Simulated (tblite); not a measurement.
Geometry relaxation, with input and output: C$_{6}$H$_{11}$FOSi (part 1 of 4)

The run: geometry relaxation of C$_{6}$H$_{11}$FOSi. Method and program: GFN2-xTB geometry optimisation, gas phase (tblite 0.8.0).

It belongs to a series of runs on one base structure; here: H on Si replaced by nPr.

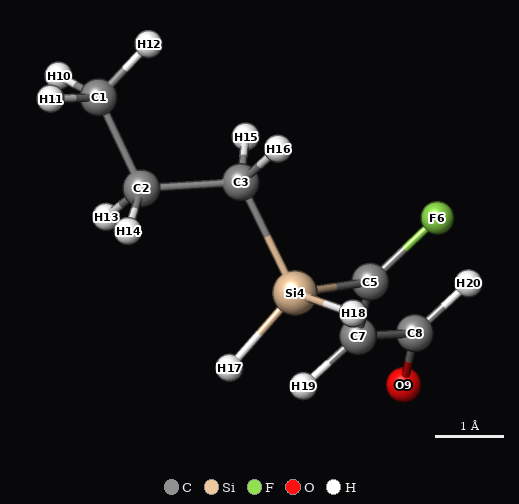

The input geometry (ball-and-stick view, seen at a tilt; atoms are numbered from 1 in the order of the input).

**Key numbers**

- outcome: converged
- total energy: −787.1019 eV
- hardware: 1 CPU thread, shared host
- wall time: 2.1 s
- peak memory: 0.18 GiB

**The input**
```
{"job": {"kind": "relax", "xc": "GFN2-xTB", "basis": "xTB"}, "charge": 0, "multiplicity": 1}
C     -3.312600    -0.481100    -0.674200
C     -2.152900    -0.281200     0.260600
C     -1.025300     0.514000    -0.361000
Si     0.409600     0.771700     0.765900
C      1.930200     0.567600    -0.223200
F      2.157200     1.321700    -1.341500
C      2.807500    -0.335200     0.158600
C      4.057200    -0.572600    -0.558200
O      4.906800    -1.440600    -0.206500
H     -3.304900    -1.493100    -1.122700
H     -4.301900    -0.367300    -0.131700
H     -3.335300     0.262300    -1.489200
H     -1.742900    -1.320500     0.438800
H     -2.528400     0.143800     1.199600
H     -0.759500     0.007900    -1.298900
H     -1.405800     1.524800    -0.639600
H      0.367700    -0.086400     1.964200
H      0.393300     2.171800     1.228800
H      2.577800    -0.913200     1.060800
H      4.257000     0.016300    -1.443500
```

The first line tells a small driver script what to run in tblite; the rest is the geometry in Å.

Run as:
```bash
OMP_NUM_THREADS=1 python <driver script> task.json out
```

**What the program printed**
```
step      E/eV     max force
  0    -786.41904    4.115
  1    -786.63703    4.635
  2    -786.77207    1.095
  3    -786.80374    0.582
  4    -786.85199    0.585
  5    -786.87261    0.442
  6    -786.89707    0.295
  7    -786.91161    0.302
  8    -786.92510    0.328
  9    -786.93396    0.212
 10    -786.93928    0.142
 11    -786.94242    0.130
 12    -786.94502    0.124
 13    -786.94769    0.129
 14    -786.95035    0.115
 15    -786.95272    0.115
 16    -786.95491    0.108
 17    -786.95736    0.130
 18    -786.96058    0.159
 19    -786.96479    0.156
 20    -786.96961    0.186
 21    -786.97425    0.170
 22    -786.97843    0.144
 23    -786.98261    0.131
 24    -786.98702    0.164
 25    -786.99117    0.175
 26    -786.99476    0.133
 27    -786.99818    0.144
 28    -787.00225    0.135
 29    -787.00736    0.201
 30    -787.01296    0.237
 31    -787.01814    0.221
 32    -787.02242    0.172
 33    -787.02407    0.253
 34    -787.02953    0.156
 35    -787.03344    0.132
 36    -787.03788    0.158
 37    -787.04037    0.165
 38    -787.04392    0.144
 39    -787.04837    0.130
 40    -787.05265    0.150
 41    -787.05568    0.153
 42    -787.05821    0.120
 43    -787.06019    0.092
 44    -787.06166    0.091
 45    -787.06269    0.071
 46    -787.06327    0.053
 47    -787.06355    0.038
 48    -787.06376    0.036
 49    -787.06400    0.037
 50    -787.06428    0.043
 51    -787.06460    0.056
 52    -787.06498    0.054
 53    -787.06535    0.044
 54    -787.06563    0.033
 55    -787.06584    0.030
 56    -787.06604    0.036
 57    -787.06630    0.037
 58    -787.06657    0.040
 59    -787.06681    0.029
 60    -787.06701    0.035
 61    -787.06720    0.038
 62    -787.06741    0.037
 63    -787.06760    0.032
 64    -787.06778    0.031
 65    -787.06797    0.032
 66    -787.06819    0.033
 67    -787.06845    0.043
 68    -787.06873    0.051
 69    -787.06906    0.051
 70    -787.06945    0.046
 71    -787.06985    0.049
 72    -787.07014    0.033
 73    -787.07032    0.032
 74    -787.07049    0.031
 75    -787.07075    0.039
 76    -787.07110    0.047
 77    -787.07147    0.042
 78    -787.07174    0.032
 79    -787.07199    0.033
 80    -787.07229    0.045
 81    -787.07268    0.057
 82    -787.07321    0.060
 83    -787.07389    0.060
 84    -787.07474    0.072
 85    -787.07580    0.074
 86    -787.07688    0.076
 87    -787.07731    0.110
 88    -787.07829    0.064
 89    -787.07889    0.059
 90    -787.07987    0.059
 91    -787.08064    0.068
 92    -787.08153    0.083
 93    -787.08226    0.079
 94    -787.08302    0.063
 95    -787.08370    0.070
 96    -787.08446    0.062
 97    -787.08512    0.051
 98    -787.08537    0.076
 99    -787.08587    0.071
100    -787.08623    0.045
101    -787.08698    0.047
102    -787.08799    0.068
103    -787.08889    0.075
104    -787.09025    0.094
105    -787.09151    0.104
106    -787.09279    0.096
107    -787.09362    0.106
108    -787.09448    0.090
109    -787.09500    0.039
110    -787.09519    0.035
111    -787.09551    0.043
112    -787.09579    0.042
113    -787.09607    0.054
114    -787.09624    0.041
115    -787.09639    0.034
116    -787.09656    0.027
117    -787.09675    0.023
118    -787.09686    0.024
119    -787.09694    0.023
120    -787.09701    0.019
121    -787.09708    0.018
122    -787.09716    0.019
123    -787.09726    0.021
124    -787.09741    0.034
125    -787.09761    0.040
126    -787.09785    0.035
127    -787.09812    0.039
128    -787.09840    0.036
129    -787.09865    0.031
130    -787.09885    0.035
131    -787.09904    0.038
132    -787.09926    0.039
133    -787.09956    0.040
134    -787.09990    0.048
135    -787.10024    0.044
136    -787.10054    0.043
137    -787.10084    0.040
138    -787.10110    0.034
139    -787.10128    0.023
140    -787.10139    0.024
141    -787.10147    0.020
142    -787.10154    0.017
143    -787.10161    0.017
144    -787.10167    0.017
145    -787.10172    0.014
146    -787.10177    0.012
147    -787.10180    0.011
148    -787.10183    0.010
149    -787.10185    0.012
150    -787.10187    0.010
```

**Trajectory as extended XYZ (Å, eV, eV/Å), 41 of the 151 frames kept, from step=0 to step=150**
```
20
Properties=species:S:1:pos:R:3:forces:R:3 step=0 energy=-786.41904
C    -3.3126   -0.4811   -0.6742   -1.9570  -0.0370  -0.5440
C    -2.1529   -0.2812    0.2606    0.3700  -1.4610   0.4650
C    -1.0253    0.5140   -0.3610   -1.1330   0.5870  -1.0740
Si    0.4096    0.7717    0.7659   -0.8110   1.0020   1.7040
C     1.9302    0.5676   -0.2232    0.5120   0.7180  -1.2160
F     2.1572    1.3217   -1.3415   -0.2120  -0.3930   0.6690
C     2.8075   -0.3352    0.1586    1.4540  -1.0080   0.1260
C     4.0572   -0.5726   -0.5582    2.3020  -3.0160   1.5920
O     4.9068   -1.4406   -0.2065   -2.4070   2.4370  -0.9210
H    -3.3049   -1.4931   -1.1227   -0.0400   0.6450   0.1170
H    -4.3019   -0.3673   -0.1317    1.0590  -0.2270  -0.5850
H    -3.3353    0.2623   -1.4892    0.0840  -0.3270   0.3280
H    -1.7429   -1.3205    0.4388   -0.3290   1.0380   0.4260
H    -2.5284    0.1438    1.1996    0.4760  -0.0400  -0.1530
H    -0.7595    0.0079   -1.2989    0.0380   0.1760   0.1340
H    -1.4058    1.5248   -0.6396    0.1060  -0.6080  -0.0130
H     0.3677   -0.0864    1.9642    0.1720   0.0110  -0.2720
H     0.3933    2.1718    1.2288    0.0580  -0.0460   0.0580
H     2.5778   -0.9132    1.0608    0.3630   0.2010  -0.5450
H     4.2570    0.0163   -1.4435   -0.1060   0.3480  -0.2940
20
Properties=species:S:1:pos:R:3:forces:R:3 step=4 energy=-786.85199
C    -3.3537   -0.4874   -0.6866   -0.2230   0.0350  -0.0930
C    -2.1761   -0.3120    0.2488    0.4100  -0.1320   0.2500
C    -1.0641    0.5174   -0.3780    0.0030   0.1810  -0.1470
Si    0.3775    0.8170    0.8060   -0.0490   0.0700   0.0050
C     1.9477    0.5626   -0.2181    0.1510  -0.0030  -0.0090
F     2.1494    1.3139   -1.3246   -0.1230  -0.1350   0.2960
C     2.8502   -0.3515    0.1467   -0.1080   0.1370  -0.1010
C     4.0953   -0.6148   -0.5510   -0.2420   0.1860  -0.0310
O     4.9016   -1.4334   -0.2069    0.4610  -0.3560   0.0500
H    -3.3189   -1.4700   -1.1313   -0.1300  -0.1840  -0.2410
H    -4.2854   -0.3795   -0.1477   -0.2140  -0.0640   0.0060
H    -3.3339    0.2525   -1.4793   -0.0480   0.0760  -0.0650
H    -1.7499   -1.2940    0.4795   -0.1250   0.0720   0.1560
H    -2.4925    0.1376    1.1894    0.0060   0.0810   0.0150
H    -0.7527    0.0195   -1.3007    0.0460   0.0880   0.0470
H    -1.4264    1.5118   -0.6566   -0.2310  -0.1630  -0.1250
H     0.3809   -0.0941    1.9559    0.0840   0.0290  -0.1190
H     0.3962    2.2006    1.2467    0.0000   0.2570   0.1550
H     2.6064   -0.9093    1.0336    0.2370  -0.1820   0.0530
H     4.2432    0.0235   -1.4384    0.0950   0.0050  -0.1020
20
Properties=species:S:1:pos:R:3:forces:R:3 step=8 energy=-786.92510
C    -3.3733   -0.4969   -0.6928    0.0950  -0.0270   0.0440
C    -2.1696   -0.3200    0.2515   -0.1930   0.0440  -0.0480
C    -1.0722    0.5315   -0.3884   -0.0250  -0.0450   0.0700
Si    0.3640    0.8619    0.8133    0.0670   0.0950  -0.0240
C     1.9543    0.5561   -0.1854    0.0620  -0.0930   0.1010
F     2.1274    1.3054   -1.2879    0.0020   0.0820  -0.0300
C     2.8689   -0.3613    0.1420    0.0310  -0.0730   0.1130
C     4.1170   -0.6299   -0.5568    0.0840  -0.0210  -0.0280
O     4.9368   -1.4502   -0.2157   -0.1990   0.2220  -0.1370
H    -3.3531   -1.4762   -1.1744    0.0050   0.1420   0.0640
H    -4.3173   -0.3983   -0.1553    0.1310  -0.0550  -0.0740
H    -3.3458    0.2588   -1.4802   -0.0820  -0.0640   0.1380
H    -1.7633   -1.2929    0.5311    0.0020  -0.0330  -0.0910
H    -2.4746    0.1520    1.1869   -0.1460   0.0950  -0.0600
H    -0.7363    0.0384   -1.3017    0.0690  -0.0170  -0.0040
H    -1.4922    1.4910   -0.6946   -0.0970  -0.0110  -0.0260
H     0.4027   -0.0917    1.9300   -0.0060   0.0980  -0.0680
H     0.3965    2.2559    1.2835   -0.0230  -0.1230  -0.0200
H     2.6677   -0.9395    1.0263    0.0750  -0.1220   0.1150
H     4.2573    0.0164   -1.4443    0.1460  -0.0950  -0.0350
20
Properties=species:S:1:pos:R:3:forces:R:3 step=11 energy=-786.94242
C    -3.3714   -0.5002   -0.6903   -0.0260   0.0220  -0.0150
C    -2.1755   -0.3185    0.2535   -0.0150   0.0030  -0.0150
C    -1.0748    0.5343   -0.3871   -0.0750  -0.0280  -0.0040
Si    0.3675    0.8775    0.8090   -0.0780  -0.0550  -0.0540
C     1.9610    0.5498   -0.1713    0.0140  -0.0140   0.0270
F     2.1226    1.3076   -1.2757    0.0900  -0.0570   0.0740
C     2.8749   -0.3702    0.1531    0.0430   0.0370  -0.0130
C     4.1185   -0.6256   -0.5625    0.0010   0.0130  -0.0400
O     4.9381   -1.4434   -0.2287    0.0610  -0.0750   0.0260
H    -3.3595   -1.4699   -1.1814    0.0900  -0.0130   0.0190
H    -4.3164   -0.4090   -0.1617    0.0120  -0.0450   0.0640
H    -3.3579    0.2580   -1.4694   -0.0260   0.0540   0.0110
H    -1.7690   -1.2947    0.5320   -0.0310   0.0780  -0.0320
H    -2.4902    0.1673    1.1806   -0.0730   0.0030  -0.0790
H    -0.7256    0.0417   -1.2990    0.0040  -0.0130   0.0650
H    -1.5181    1.4817   -0.7058    0.0230  -0.0200   0.0160
H     0.4070   -0.0793    1.9162   -0.0210   0.0300   0.0330
H     0.3939    2.2586    1.2910   -0.0070   0.0210  -0.0060
H     2.6922   -0.9615    1.0382    0.0560   0.0070  -0.0280
H     4.2776    0.0065   -1.4536   -0.0410   0.0510  -0.0490
20
Properties=species:S:1:pos:R:3:forces:R:3 step=15 energy=-786.95272
C    -3.3775   -0.4998   -0.6934   -0.0250  -0.0170  -0.0140
C    -2.1874   -0.3135    0.2492   -0.0180   0.0350   0.0050
C    -1.0877    0.5330   -0.3870    0.0750   0.0460  -0.0090
Si    0.3559    0.8794    0.8008    0.0790   0.0120   0.0830
C     1.9675    0.5416   -0.1542    0.0170  -0.0010  -0.0130
F     2.1418    1.3000   -1.2547    0.0360   0.0440  -0.0290
C     2.8915   -0.3714    0.1593    0.0140  -0.0210   0.0140
C     4.1283   -0.6251   -0.5722    0.0320  -0.0050   0.0330
O     4.9456   -1.4474   -0.2378    0.0000   0.0390  -0.0790
H    -3.3426   -1.4680   -1.1842    0.0170   0.0070  -0.0640
H    -4.3155   -0.4287   -0.1507   -0.0420  -0.0590   0.0000
H    -3.3743    0.2709   -1.4603   -0.0650   0.0090  -0.0110
H    -1.7790   -1.2836    0.5294   -0.0190  -0.0370   0.0610
H    -2.5182    0.1798    1.1628   -0.0180   0.0220   0.0580
H    -0.7194    0.0374   -1.2865   -0.0460  -0.0560  -0.0510
H    -1.5311    1.4749   -0.7118    0.0200   0.0640  -0.0370
H     0.4036   -0.0646    1.9162   -0.0420  -0.0170   0.0610
H     0.3898    2.2612    1.2912   -0.0140  -0.0280  -0.0560
H     2.7233   -0.9739    1.0386    0.0300  -0.0020   0.0080
H     4.2803    0.0085   -1.4675   -0.0330  -0.0340   0.0410
20
Properties=species:S:1:pos:R:3:forces:R:3 step=19 energy=-786.96479
C    -3.3908   -0.5019   -0.6996    0.0630   0.0110   0.0450
C    -2.2027   -0.2974    0.2487   -0.0030  -0.0010   0.0260
C    -1.0869    0.5405   -0.3895   -0.0900  -0.1010   0.0290
Si    0.3630    0.8752    0.8083   -0.0410  -0.0750  -0.1080
C     1.9845    0.5335   -0.1404    0.0560   0.0150   0.0150
F     2.1774    1.3019   -1.2341   -0.0540   0.0040   0.0370
C     2.9148   -0.3757    0.1704   -0.0030   0.0000   0.0190
C     4.1426   -0.6227   -0.5771   -0.0400  -0.0160  -0.0470
O     4.9647   -1.4490   -0.2699    0.0570  -0.0200   0.0090
H    -3.3150   -1.4610   -1.2090   -0.0400   0.1030  -0.0400
H    -4.3257   -0.4753   -0.1403    0.0490  -0.0840  -0.1220
H    -3.4179    0.2876   -1.4508   -0.0660  -0.0670   0.0700
H    -1.8014   -1.2714    0.5443   -0.0470   0.1160   0.0300
H    -2.5552    0.2006    1.1555    0.0960   0.0240  -0.0320
H    -0.7300    0.0173   -1.2826   -0.0420   0.0670   0.0370
H    -1.5299    1.4833   -0.7282    0.1370  -0.0720   0.0150
H     0.3841   -0.0532    1.9398   -0.0080  -0.0050   0.0030
H     0.3811    2.2611    1.2729    0.0220   0.0550  -0.0110
H     2.7676   -0.9889    1.0439   -0.0560  -0.0120   0.0640
H     4.2704    0.0059   -1.4749    0.0070   0.0570  -0.0390
20
Properties=species:S:1:pos:R:3:forces:R:3 step=22 energy=-786.97843
C    -3.3993   -0.5047   -0.7015   -0.0480  -0.0030  -0.0350
C    -2.2260   -0.2759    0.2513    0.0290   0.0030   0.0280
C    -1.0955    0.5355   -0.3880    0.0660  -0.0280   0.0010
Si    0.3679    0.8630    0.8061   -0.0700   0.0020  -0.0220
C     2.0136    0.5251   -0.1180   -0.0620  -0.0020   0.0840
F     2.2123    1.3072   -1.2031   -0.0700  -0.0530   0.0750
C     2.9462   -0.3851    0.1887   -0.0030  -0.0120  -0.0170
C     4.1587   -0.6245   -0.5896   -0.0010  -0.0010  -0.0250
O     4.9941   -1.4488   -0.3132    0.0000  -0.0020   0.0260
H    -3.2867   -1.4345   -1.2503    0.0520  -0.0270  -0.0580
H    -4.3324   -0.5508   -0.1479   -0.0490  -0.0740   0.0120
H    -3.4854    0.2992   -1.4269    0.0170   0.1000   0.0170
H    -1.8363   -1.2417    0.5728    0.0190  -0.0310   0.0550
H    -2.5853    0.2345    1.1448    0.0420   0.1240   0.0190
H    -0.7504    0.0003   -1.2756    0.0170  -0.0130  -0.0110
H    -1.5074    1.4843   -0.7478    0.0700  -0.0590   0.0690
H     0.3584   -0.0392    1.9679    0.0300   0.0530  -0.1300
H     0.3742    2.2661    1.2456    0.0450  -0.0810  -0.0460
H     2.8152   -1.0092    1.0602   -0.0840   0.0570  -0.0220
H     4.2590    0.0096   -1.4880    0.0010   0.0450  -0.0200
20
Properties=species:S:1:pos:R:3:forces:R:3 step=26 energy=-786.99476
C    -3.4121   -0.5073   -0.7070    0.0450   0.0110   0.0320
C    -2.2473   -0.2552    0.2599   -0.0130  -0.0140  -0.0300
C    -1.0926    0.5165   -0.3874   -0.0130  -0.0240  -0.0690
Si    0.3650    0.8479    0.7977    0.0600   0.0020   0.0240
C     2.0311    0.5140   -0.0810   -0.0270  -0.0380  -0.0740
F     2.2244    1.3047   -1.1590   -0.0610   0.0410  -0.0430
C     2.9711   -0.3959    0.2022   -0.0530   0.0070  -0.0120
C     4.1710   -0.6242   -0.6049   -0.0170   0.0430   0.0620
O     5.0187   -1.4437   -0.3518   -0.0570   0.0340  -0.0020
H    -3.2448   -1.4027   -1.3040    0.0900   0.0770   0.0050
H    -4.3428   -0.6467   -0.1603    0.0470  -0.0220   0.0240
H    -3.5499    0.3285   -1.3910    0.0340   0.0350   0.0850
H    -1.8698   -1.2153    0.6165   -0.0480  -0.0020   0.0520
H    -2.5998    0.2978    1.1347   -0.0190   0.0200  -0.0950
H    -0.7666   -0.0242   -1.2756    0.0650  -0.1080  -0.0430
H    -1.4630    1.4763   -0.7499   -0.0890   0.0440  -0.0080
H     0.3390   -0.0193    1.9702    0.0270  -0.0990   0.0550
H     0.3798    2.2535    1.2046    0.0280   0.0560   0.0010
H     2.8359   -1.0162    1.0744    0.0120  -0.0350  -0.0210
H     4.2475    0.0221   -1.5011   -0.0120  -0.0280   0.0590
```
